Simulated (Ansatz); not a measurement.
**BrF₃Ti (TiBrF3): density, localisation and related maps**

```tsv
atom	x (Å)	y (Å)	z (Å)
Ti	-0.0004	0.0010	-0.1143
Br	0.0090	-0.0186	2.2172
F	1.6142	0.0098	-0.7076
F	-0.8147	1.4043	-0.6859
F	-0.8080	-1.3965	-0.7095
```

Geometry: PBE0-D4/def2-SVP.

Level of theory: RKS PBE0-D4/def2-TZVP in Ansatz 0.2.0.

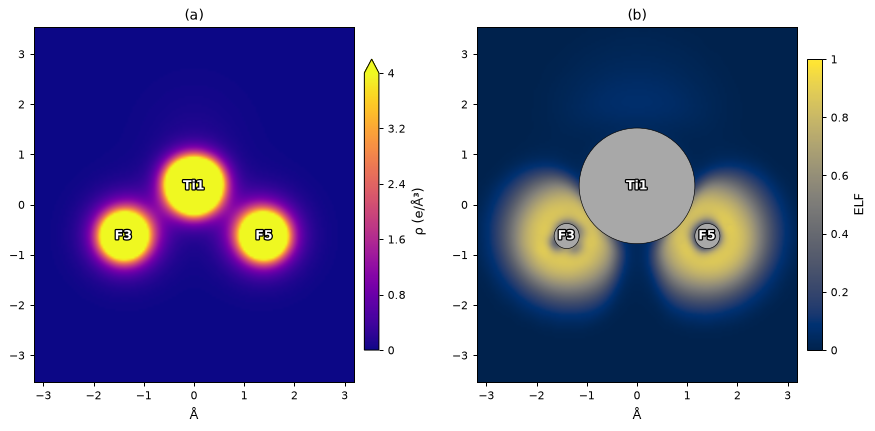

Figure 1. (a) electron density; (b) ELF on the plane of atoms F3, Ti1 and F5. Grey discs cover the atomic cores in the ELF map.

### Read the bonding off the picture.

The section cuts through Ti and F sites.
Ti–F (1.72 Å): ρ at the midpoint is about 1.2 e/Å³; the ELF peaks at about 0.85 in the valence shell of F, 0.5 Å from its nucleus, and drops to about 0.25 between the two atoms.

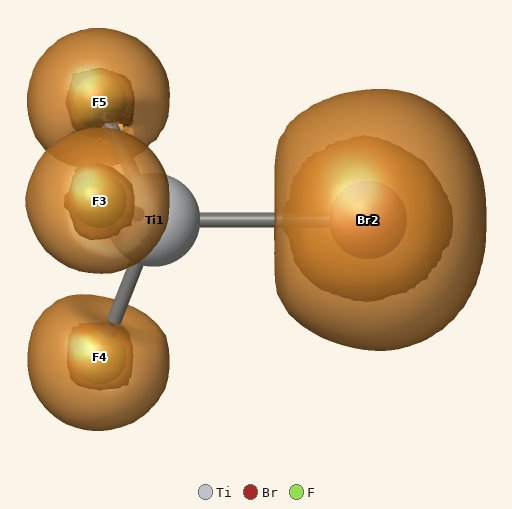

Figure 2. Isosurface of the electron localisation function at 0.75 (orange), seen from one side. Only the valence region is drawn (cores and ρ < 0.01 e/Å³ removed).

### Where are the electrons localised?

At this value the surface marks out one region wrapped around Br (its valence shell) and three regions wrapped around F (the valence shell of each).


 Ti–Br (2.33 Å): the ELF peaks at about 0.75 in the valence shell of Br, 1.0 Å from its nucleus, and is about 0.55 at the midpoint.

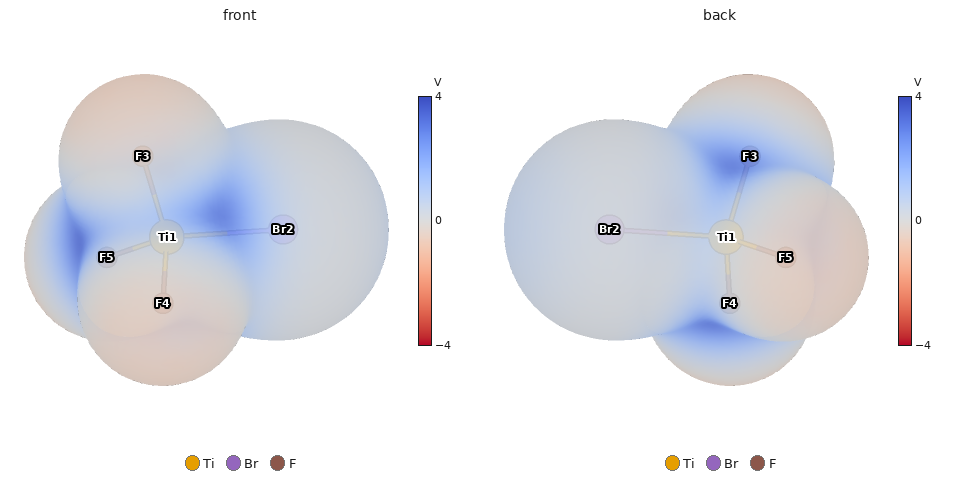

Figure 3. The molecular electrostatic potential painted on the density surface at 0.002 e/bohr³, seen from the front and from behind; the colour scale runs from red (negative) to blue (positive).

### Where is the surface potential most negative and most positive?

The most negative region (about −0.5 V, or −12 kcal/mol for a unit charge) lies over F3, F4 and F5, the most positive (about +2.9 V, or +67 kcal/mol for a unit charge) over Ti1. Br2 shows a σ-hole: about +0.6 V, or +14 kcal/mol for a unit charge at the tip opposite its bond, against about +0.1 V on its flanks.
